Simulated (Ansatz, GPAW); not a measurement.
# How LiTaO2 (model structure) absorbs and reflects light, part 2 of 2

Aim: the dielectric function of LiTaO2 (model structure), and the optical constants that follow from it. The cell was made here by substitution or stacking, whether or not such a phase is known. It was built so: All V replaced by Ta in the R-3m structure of LiVO2. The cell is first relaxed with Ansatz.

GPAW 26.7.0; DFT, LDA, plane-wave PAW (GPAW data sets), scalar-relativistic, RPA, optical limit.

So far: Starting point; Relaxation.

**3. Ground state**

The self-consistent density comes first; it also tells whether there is a gap, which decides the occupations and the need for a Drude term.

This step: DFT, LDA, plane-wave PAW (GPAW data sets), scalar-relativistic, ground state (GPAW 26.7.0).

gs.py reads:

```python
from ase import Atoms
from ase.dft.bandgap import bandgap
from gpaw import GPAW, PW, FermiDirac

atoms = Atoms(['Ta', 'O', 'O', 'Li'],
              cell=[[1.408218600197, 0.813035386029, 5.271343371289],
                    [-1.408218600197, 0.813035386029, 5.271343371289],
                    [0.000000000000, -1.626070777676, 5.271343370422]],
              scaled_positions=[[0.500000000000, 0.500000000000, 0.500000000000],
                                [0.745595575700, 0.745595575700, 0.745595575700],
                                [0.254404424300, 0.254404424300, 0.254404424300],
                                [0.000000000000, 0.000000000000, 0.000000000000]],
              pbc=[True, True, True])
atoms.calc = GPAW(mode=PW(500), xc='LDA', kpts={'size': (9, 9, 9), 'gamma': True},
                  occupations=FermiDirac(0.05), maxiter=150, txt='gs.txt')
print('energy (eV)', atoms.get_potential_energy())
print('Fermi level (eV)', atoms.calc.get_fermi_level())
print('valence electrons', atoms.calc.get_number_of_electrons())
print('gap (eV)', bandgap(atoms.calc, output=None)[0])
print('direct gap (eV)', bandgap(atoms.calc, direct=True, output=None)[0])
atoms.calc.write('gs.gpw')
```

The run is started by

```console
$ OMP_NUM_THREADS=1 python gs.py
```

Numbers of over 12 decimals in the logs are rounded to 6 here.

What it wrote:

```text
__  _  _
 | _ |_)|_||  |
 |__||  | ||/\| - 26.7.0

Versions:
  Python: 3.12.14
  ASE:    3.29.0
  Numpy:  2.5.5
  Scipy:  1.18.1
  Libxc:  7.0.0

Input parameters:
  mode=PW(ecut=500.0),
  kpts=MonkhorstPack(size=(9, 9, 9), gamma=True),
  maxiter=150,
  occupations=Occupations(name='fermi-dirac', width=0.05, fixmagmom=False),
  xc=XC(name='LDA')

Diagonalizing LCAO Hamiltonian
Converting LCAO to pw mode

       O

       Ta

       O

       Li

Atoms  # Å, Bohr magnetons
|   | symbol |        x |         y |         z |    initial magnetic moments |
| 0 |     Ta | 0.000000 | -0.000000 |  7.907015 | ( 0.0000,  0.0000,  0.0000) |
| 1 |      O | 0.000000 | -0.000000 | 11.790871 | ( 0.0000,  0.0000,  0.0000) |
| 2 |      O | 0.000000 | -0.000000 |  4.023159 | ( 0.0000,  0.0000,  0.0000) |
| 3 |     Li | 0.000000 |  0.000000 |  0.000000 | ( 0.0000,  0.0000,  0.0000) |

Unit cell  # Å
| periodic |         x |         y |        z |  lengths |    angles |
|      yes |  1.408219 |  0.813035 | 5.271343 | 5.516445 | 29.579935 |
|      yes | -1.408219 |  0.813035 | 5.271343 | 5.516445 | 29.579935 |
|      yes |  0.000000 | -1.626071 | 5.271343 | 5.516445 | 29.579935 |

Number of symmetries: 12
Symmetry operations  # r_c * U_cc + t_c -> r_c
|    | kind |            matrix            |
|  0 |  E   |  1, 0, 0,  0, 1, 0,  0, 0, 1 |
|  1 |  σ   |  1, 0, 0,  0, 0, 1,  0, 1, 0 |
|  2 |  σ   |  0, 1, 0,  1, 0, 0,  0, 0, 1 |
|  3 |  C3  |  0, 1, 0,  0, 0, 1,  1, 0, 0 |
|  4 |  C3  |  0, 0, 1,  1, 0, 0,  0, 1, 0 |
|  5 |  σ   |  0, 0, 1,  0, 1, 0,  1, 0, 0 |
|  6 |  C2  |  0, 0,-1,  0,-1, 0, -1, 0, 0 |
|  7 |  S6  |  0, 0,-1, -1, 0, 0,  0,-1, 0 |
|  8 |  S6  |  0,-1, 0,  0, 0,-1, -1, 0, 0 |
|  9 |  C2  |  0,-1, 0, -1, 0, 0,  0, 0,-1 |
| 10 |  C2  | -1, 0, 0,  0, 0,-1,  0,-1, 0 |
| 11 |  i   | -1, 0, 0,  0,-1, 0,  0, 0,-1 |

BZ-sampling:
  Number of BZ points: 729
  Number of IBZ points: 85

  Monkhorst-Pack size: [9, 9, 9]
  Monkhorst-Pack shift: [0, 0, 0]

K-points  # in reciprocal-cell coordinates
|     |                                coordinates |     weight |
|   0 | (  0.00000000,   0.00000000,   0.00000000) | 0.00137174 |
|   1 | (  0.11111111,   0.00000000,  -0.11111111) | 0.00823045 |
|   2 | (  0.11111111,   0.00000000,   0.00000000) | 0.00823045 |
|   3 | (  0.11111111,   0.11111111,  -0.11111111) | 0.00823045 |
|   4 | (  0.11111111,   0.11111111,   0.00000000) | 0.00823045 |
|   5 | (  0.11111111,   0.11111111,   0.11111111) | 0.00274348 |
|   6 | (  0.22222222,  -0.11111111,  -0.11111111) | 0.00823045 |
|   7 | (  0.22222222,   0.00000000,  -0.22222222) | 0.00823045 |
|   8 | (  0.22222222,   0.00000000,  -0.11111111) | 0.01646091 |
|   9 | (  0.22222222,   0.00000000,   0.00000000) | 0.00823045 |
| ... |                                            |            |
|  84 | (  0.44444444,   0.44444444,   0.44444444) | 0.00274348 |

Plane wave coefficients: 932
Cutoff: 500.0 eV

Spin-components: 1 (collinear spins)
Bands:           20
Projectors:      19
Spin-degeneracy: 2
Datatype:        complex128

Parallelization:
  kpt:    1
  domain: 1
  band:   1

Density:
  Valence electrons: 26.0
  Components: 1
  Grid points: [30 30 30]
  Charge: 0.0  # |e|

Potential:
  Grid points: [30 30 30]

species:
  Ta:
    name:    Tantalum
    id:
    Z:       73.0
    valence: 13
    core:    60
    charge:  0.0  # [|e|]
    compensation charges:
      type: gauss
      rc: 0.42  # [Å]
      lmax: 2
    cutoffs:
      filter: 2.36  # [Å]
      core: 3.45  # [Å]
    projectors
    | kind |    occ | energy [eV] | rcut [Å] |
    |   5s |  2.000 |     -72.979 |    1.365 |
    |   6s |  2.000 |      -5.599 |    1.365 |
    |   5p |  6.000 |     -39.590 |    1.349 |
    |   6p |  0.000 |      -1.483 |    1.349 |
    |   5d |  3.000 |      -3.794 |    1.307 |
    |    d |        |      23.417 |    1.307 |

    Using partial waves for Ta as LCAO basis

  O:
    name:    Oxygen
    id:
    Z:       8.0
    valence: 6
    core:    2
    charge:  0.0  # [|e|]
    compensation charges:
      type: gauss
      rc: 0.21  # [Å]
      lmax: 2
    cutoffs:
      filter: 1.17  # [Å]
      core: 0.83  # [Å]
    projectors
    | kind |    occ | energy [eV] | rcut [Å] |
    |   2s |  2.000 |     -23.752 |    0.688 |
    |   2p |  4.000 |      -9.195 |    0.598 |
    |    s |        |       3.459 |    0.688 |
    |    p |        |      18.016 |    0.598 |
    |    d |        |       0.000 |    0.619 |

    Using partial waves for O as LCAO basis

  Li:
    name:    Lithium
    id:
    Z:       3.0
    valence: 1
    core:    2
    charge:  0.0  # [|e|]
    compensation charges:
      type: gauss
      rc: 0.33  # [Å]
      lmax: 2
    cutoffs:
      filter: 1.91  # [Å]
      core: 2.55  # [Å]
    projectors
    | kind |    occ | energy [eV] | rcut [Å] |
    |   2s |  1.000 |      -2.874 |    1.058 |
    |   2p |  0.000 |      -1.126 |    1.058 |
    |    s |        |      24.338 |    1.058 |

    Using partial waves for Li as LCAO basis

Reference energy: -428177.744514  # eV

eigensolver:
  PPCG
  Converge bands: occupied
  niter=2

density mixing:
  MSR1-Mixer
  Pratt-step length: 0.05
  Maximum mixing coefficient: 0.75
  Old densities: 10
  SVD Regularization: 0.005
  Good broyden scale: 1.0
  Trust region scale: 1.0
  Backstep threshold: 4.0
  History deletion threshold: 6.0
  Fourier metric: weight=20.0, sigma=0.015

occupation numbers:
  Fermi-Dirac:
    width: 0.0500  # eV

poisson solver:
  ecut: 4000.0  # eV

xc functional:
  name: None

convergence criteria:
- Maximum [total energy] change in last 3 cyles: 0.0005 eV / valence electron
- Maximum integral of absolute [dens]ity change: 0.0001 electrons / valence electron
- Maximum integral of absolute [eigenst]ate change: 4e-08 eV^2 / valence electron
maximum number of iterations: 150

SCF iterations
|iter     |      energy | eigst |  dens |
|iter:   1||  -35.816064 | +0.06 |       |
|iter:   2||  -35.004231 | -1.84 | -0.94 |
|iter:   3||  -33.315508 | -0.84 | -1.01 |
|iter:   4||  -33.277502 | -2.20 | -1.57 |
|iter:   5||  -33.276238 | -2.97 | -1.78 |
|iter:   6||  -33.275481c| -3.71 | -2.39 |
|iter:   7||  -33.275514c| -5.18 | -3.14 |
|iter:   8||  -33.275517c| -6.85 | -3.78 |
|iter:   9||  -33.275518c| -7.87c| -4.28c|

Converged in 9 steps
SCF loop duration: 33.143 s (3.683 s/step)
Energy contributions relative to reference atoms: (reference = -428177.744514)

Energy contributions:
  Kinetic:          32.137967
  Coulomb:         -30.990336
  Zero:             -0.186039
  External:          0.000000
  Xc:              -34.234145
  Entropy:          -0.005929
  Spinorbit:         0.000000
  ----------------------------
  Free energy:     -33.278482
  Extrapolated:    -33.275518

dipole moment: (0.000000, 0.000000, -9.092110)  # |e|*Ang

Fermi level: 9.999
Eigenvalues  # (at kpt = [0.000, 0.000, 0.000])
| band index |      eig [eV] | occ [0-2] |
|          0 |       -58.515 |     2.000 |
|        ... |               |           |
|          5 |        -9.132 |     2.000 |
|          6 |         1.207 |     2.000 |
|          7 |         4.736 |     2.000 |
|          8 |         4.736 |     2.000 |
|          9 |         5.801 |     2.000 |
|         10 |         6.659 |     2.000 |
|         11 |         6.659 |     2.000 |
|         12 |         9.007 |     2.000 |
|         13 |        10.774 |     0.000 |
|         14 |        10.774 |     0.000 |
|         15 |        13.341 |     0.000 |
|         16 |        14.606 |     0.000 |
|         17 |        14.606 |     0.000 |
|         18 |        16.160 |     0.000 |
|         19 |        21.172 |     0.000 |

No gap
No difference between direct/indirect transitions

--- standard output ---
energy (eV) -33.275518
Fermi level (eV) 9.998967
valence electrons 26.0
gap (eV) 0.0
direct gap (eV) 0.0
```

The job ended after 39 s (1 thread of Intel Xeon 6975P-C (Granite Rapids), shared host; peak memory 0.22 GiB).

Numbers from this step:

- energy: -33.28 eV
- Fermi energy: 9.999 eV
- electrons: 26

There are states at the Fermi level within the smearing, so the occupations stay smeared and the carriers get a Drude term.

**4. Bands for the response**

At the fixed density, many empty bands are solved on the mesh of the response, since the spectrum sums over them.

This step: DFT, LDA, plane-wave PAW (GPAW data sets), scalar-relativistic, bands at fixed density (GPAW 26.7.0).

nscf.py reads:

```python
from ase.dft.bandgap import bandgap
from gpaw import GPAW, FermiDirac

calc = GPAW('gs.gpw').fixed_density(kpts={'size': (14, 14, 14), 'gamma': True}, nbands=39, convergence={'bands': 33},
                                    occupations=FermiDirac(0.05), txt='nscf.txt')
print('gap (eV)', bandgap(calc, output=None)[0])
print('direct gap (eV)', bandgap(calc, direct=True, output=None)[0])
print('top band over the Fermi level (eV)', min(calc.get_eigenvalues(kpt=k)[32] for k in range(len(calc.get_ibz_k_points()))) - calc.get_fermi_level())
calc.write('full.gpw', mode='all')
```

The run is started by

```console
$ OMP_NUM_THREADS=1 python nscf.py
```

What it wrote:

```text
Diagonalizing LCAO Hamiltonian
Converting LCAO to pw mode
convergence criteria:
- Maximum integral of absolute [eigenst]ate change: 4e-08 eV^2 / valence electron
maximum number of iterations: 150

SCF iterations
|iter     |      energy | eigst |  dens |
|iter:   1||             | +2.94 |       |
|iter:   2||             | +1.30 |       |
|iter:   3||             | +0.37 |       |
|iter:   4||             | -0.52 |       |
|iter:   5||             | -1.26 |       |
|iter:   6||             | -2.02 |       |
|iter:   7||             | -2.72 |       |
|iter:   8||             | -3.50 |       |
|iter:   9||             | -4.28 |       |
|iter:  10||             | -5.11 |       |
|iter:  11||             | -5.96 |       |
|iter:  12||             | -6.81 |       |
|iter:  13||             | -7.45c|       |
SCF steps: 13
  __  _  _
 | _ |_)|_||  |
 |__||  | ||/\| - 26.7.0

Versions:
  Python: 3.12.14
  ASE:    3.29.0
  Numpy:  2.5.5
  Scipy:  1.18.1
  Libxc:  7.0.0

Input parameters:
  mode=PW(ecut=500.0),
  convergence={'bands': 33},
  gpts=array([30, 30, 30]),
  kpts=MonkhorstPack(size=(14, 14, 14), gamma=True),
  maxiter=150,
  nbands=39,
  occupations=Occupations(name='fermi-dirac', width=0.05, fixmagmom=False),
  parallel={},
  xc=XC(name='LDA')

--- standard output ---
gap (eV) 0.0
direct gap (eV) 0.0
top band over the Fermi level (eV) 26.672666
```

Elapsed: 4.9 min, on 1 thread; peak memory 0.44 GiB.

**5. Dielectric function, RPA**

Transitions between filled and empty bands, summed over the zone, give the optical response, so mesh, band count and broadening shape it.

The induced potential is part of this response.

This step: DFT, LDA, plane-wave PAW (GPAW data sets), scalar-relativistic, RPA, optical limit (GPAW 26.7.0).

df.py reads:

```python
from gpaw.response.df import DielectricFunction

df = DielectricFunction('full.gpw', frequencies={'type': 'nonlinear', 'domega0': 0.03, 'omega2': 8},
                        ecut=80,
                        eta=0.15,
                        nbands=33,
                        rate=0.2,
                        txt='df.txt')
for direction in ['x', 'z']:
    df.get_dielectric_function(xc='RPA', direction=direction, filename=f'df_{direction}.csv')
```

The run is started by

```console
$ OMP_NUM_THREADS=1 python df.py
```

What it wrote:

```text
Using integrator: PointIntegrator
NonLinearFrequencyDescriptor(from 0.000 to 100.485 eV, 541 points)
Nonperiodic BCs:  [False False False]
Using integrator: PointIntegrator
NonLinearFrequencyDescriptor(from 0.000 to 100.485 eV, 541 points)
Nonperiodic BCs:  [False False False]
Using integrator: PointIntegrator

Calculating chi0 body with:
    Ground state adapter containing:
    Number of spins: 1
    Number of kpoints: 2744
    Number of irreducible kpoints: 288
    Number of completely occupied states: 12
    Number of partially occupied states: 14

    Linear response parametrization:
    q_c: [0.0, 0.0, 0.0]
    Number of frequency points: 541
    Planewave cutoff: 80.0
    Number of bands: 33
    Number of planewaves: 49
    Broadening (eta): 0.15

Integrating chi0 body.

Symmetries of q_c:
    Direct symmetries (Uq -> q): 12
    Indirect symmetries (TUq -> q): 0
In total 12 allowed symmetries.

288 groups of equivalent kpoints. 89.504373% reduction.

Integral kind: spectral function

Calculating chi0 optical extensions with:
    Ground state adapter containing:
    Number of spins: 1
    Number of kpoints: 2744
    Number of irreducible kpoints: 288
    Number of completely occupied states: 12
    Number of partially occupied states: 14

    Linear response parametrization:
    Number of frequency points: 541
    Planewave cutoff: 80.0
    Number of bands: 33
    Number of planewaves: 49
    Broadening (eta): 0.15
Integrating chi0 head and wings.

Symmetries of q_c:
    Direct symmetries (Uq -> q): 12
    Indirect symmetries (TUq -> q): 0
In total 12 allowed symmetries.

288 groups of equivalent kpoints. 89.504373% reduction.

Integral kind: spectral function wings

Calculating drude chi0 with:
    Number of frequency points:541
    Plasma frequency decay rate: 0.2 eV

    Ground state adapter containing:
    Number of spins: 1
    Number of kpoints: 2744
    Number of irreducible kpoints: 288
    Number of completely occupied states: 12
    Number of partially occupied states: 14

Symmetries of q_c:
    Direct symmetries (Uq -> q): 12
    Indirect symmetries (TUq -> q): 0
In total 12 allowed symmetries.

288 groups of equivalent kpoints. 89.504373% reduction.

Integral kind: intraband
Plasma frequency:
[[2.66-0.j 0.  -0.j 0.  -0.j]
 [0.  -0.j 2.66-0.j 0.  -0.j]
 [0.  +0.j 0.  -0.j 0.44+0.j]]
```

It took 73 s on 1 thread; peak memory 0.33 GiB.

The Im ε has structure finer than the step of the table below, so its rows give means over 1 eV, whole bins alone (the curve runs from 0.619 to 15.0 eV). Peaks (eV: height): E ∥ x 8.7: 7.05; E ∥ z 10.7: 5.54, 13.2: 5.36.

Sum at mesh points, not converged in k. Table of Im ε by photon energy; means over each step:

```csv
photon energy (eV),E ∥ x,E ∥ z
2,4.36,0.240
3,1.35,0.123
4,1.56,0.483
5,1.61,0.850
6,1.72,0.752
7,3.20,0.871
8,5.67,1.15
9,6.87,2.11
10,5.94,3.93
11,3.36,5.28
12,1.87,4.57
13,1.41,5.01
14,1.12,3.29
```

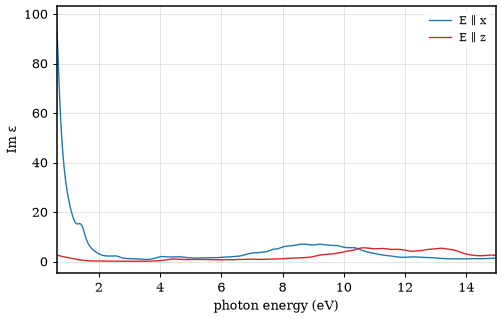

Im ε, plotted against photon energy.

Values under 1 per cm are given as 1; sum at mesh points, not converged in k. Table of absorption coefficient by photon energy:

```csv
photon energy (eV),E ∥ x (1/cm),E ∥ z (1/cm)
1,5.6e5,45149
2,5.2e5,12367
3,2.1e5,8990
4,2.1e5,38192
5,2.1e5,1.1e5
6,2.4e5,1.2e5
7,4.9e5,1.6e5
8,9.6e5,2.1e5
9,1.4e6,3.8e5
10,1.8e6,8.1e5
11,1.9e6,1.4e6
12,1.3e6,1.6e6
13,1.3e6,1.9e6
14,8.6e5,2.1e6
```

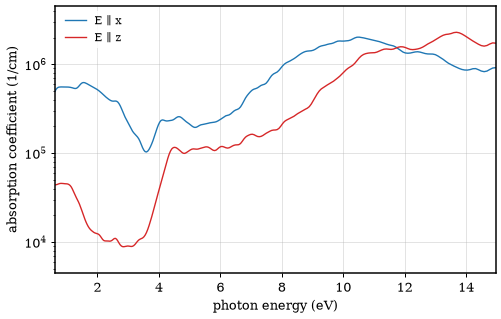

Absorption coefficient, plotted against photon energy.

The loss function −Im 1/ε at q → 0 has structure finer than the step of the table below, so its rows give means over 1 eV, whole bins alone (the curve runs from 0.619 to 15.0 eV). Peaks (eV: height): E ∥ x 3.0: 0.819, 13.6: 0.914; E ∥ z 14.5: 0.426.

Sum at mesh points, not converged in k. Loss function −Im 1/ε at q → 0 against energy loss; means over each step:

```csv
energy loss (eV),E ∥ x,E ∥ z
2,0.0988,0.0241
3,0.514,0.00937
4,0.154,0.0268
5,0.131,0.0557
6,0.0793,0.0483
7,0.0807,0.0476
8,0.0998,0.0489
9,0.133,0.0617
10,0.165,0.0894
11,0.237,0.140
12,0.456,0.190
13,0.690,0.187
14,0.790,0.305
```

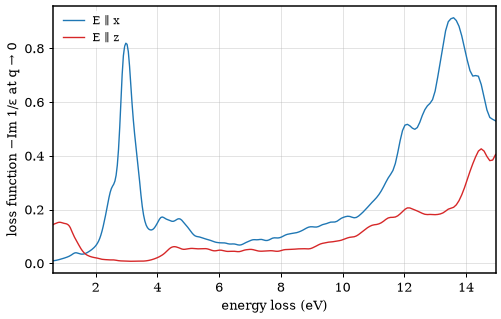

Loss function −Im 1/ε at q → 0 against energy loss.

The reflectivity at normal incidence has structure finer than the step of the table below, so its rows give means over 1 eV, whole bins alone (the curve runs from 0.619 to 15.0 eV). Peaks (eV: height): E ∥ x 10.7: 42.5; E ∥ z 10.7: 25.4, 13.8: 35.7.

Sum at mesh points, not converged in k. Table of reflectivity at normal incidence by photon energy; means over each step:

```csv
photon energy (eV),E ∥ x (%),E ∥ z (%)
2,68.0,8.13
3,20.3,9.76
4,9.48,11.9
5,10.8,11.1
6,14.3,11.1
7,20.2,12.4
8,26.3,14.4
9,31.4,17.9
10,36.5,21.9
11,41.5,24.9
12,31.6,23.5
13,23.8,27.6
14,10.7,31.4
```

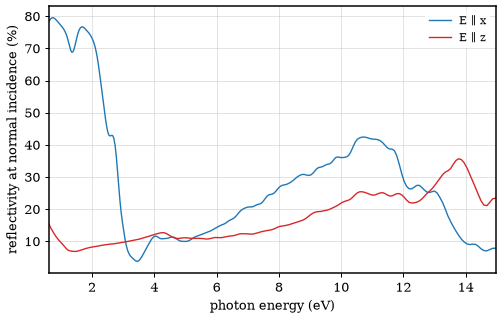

Reflectivity at normal incidence, plotted against photon energy.

Sum at mesh points, not converged in k. The Im ε, E ∥ x by photon energy; read off at these points:

```csv
photon energy (eV),without local fields,with local fields
1.0,26.0,26.0
2.0,3.14,3.14
3.0,1.19,1.20
4.0,1.97,1.92
5.0,1.50,1.49
6.0,1.69,1.68
7.0,3.43,3.41
8.0,5.99,5.86
8.7,7.17,7.05
9.0,6.85,6.71
9.2,7.16,6.99
10.0,5.99,5.81
11.0,3.29,3.25
12.0,1.78,1.73
13.0,1.49,1.45
14.0,1.19,1.10
```

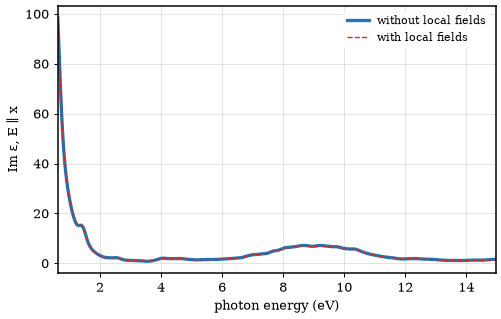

Im ε, E ∥ x against photon energy.

At chosen wavelengths:

```csv
wavelength (nm),n x,k x,R (%) x,1/α x,n z,k z,R (%) z,1/α z
1064,1.90,4.630,74.5,18 nm,1.67,0.343,7.8,247 nm
800,1.35,3.974,74.7,16 nm,1.71,0.126,7.0,507 nm
633,0.64,2.671,73.9,19 nm,1.80,0.063,8.2,800 nm
450,0.62,1.193,38.5,30 nm,1.88,0.033,9.3,1.1 µm
405,0.89,0.642,10.6,50 nm,1.91,0.029,9.8,1.1 µm
308,1.81,0.548,11.6,45 nm,2.07,0.101,12.2,243 nm
193,2.26,0.452,16.6,34 nm,2.01,0.187,11.6,82 nm
```

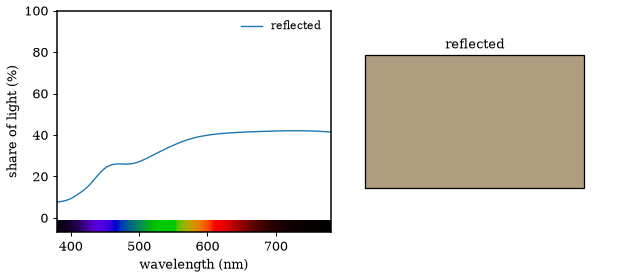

Light reflected across the visible range, with the colour that it makes of daylight (sRGB).

In reflection the computed colour is yellow: x = 0.361, y = 0.373, luminous reflectivity 35 %.

**6. Summary of results**

In words: At this level (LDA, RPA) LiTaO2 is a metal. The mesh is too coarse to trust the carriers' weight, the reflectivity or the colour to better than tens of per cent. The cell shrank by 5.4 % in volume. In reflection the computed colour is yellow: x = 0.361, y = 0.373, luminous reflectivity 35 %. The carriers' damping of 0.2 eV is typed, not computed; it shapes the response at the lowest energies. The run has no spin polarisation; magnetic order or correlation, untested here, could change the spectrum. Spin-orbit coupling is left out although heavy atoms are present. In this version of GPAW the matrix elements of the optical limit are incomplete, which can lower ε − 1 by up to a tenth where first-row anions or d states rule, and shift it by more in d metals. GPAW's carrier term has the form −ωp²/(ω + i·rate)², which damps like twice the rate and fails at low energy, so the curves leave the lowest energies out. The sum runs over mesh points 0.19 Å⁻¹ apart with no interpolation, so peaks are partly noise of the mesh, and the Drude plasma energy, a sum over the Fermi surface, isn't converged.

[Machine, clock and banner lines and Python warnings are left out of the logs.]

[Logs are printed without paths, hosts, clocks, repeated set-up lines and the standing remarks that a program may print on its own settings, such as how far it seeks lower states.]

[Hosts, paths, dates, database ids (printed as entryN), source tags and the programs' standing remarks are cut or masked in the printed files.]
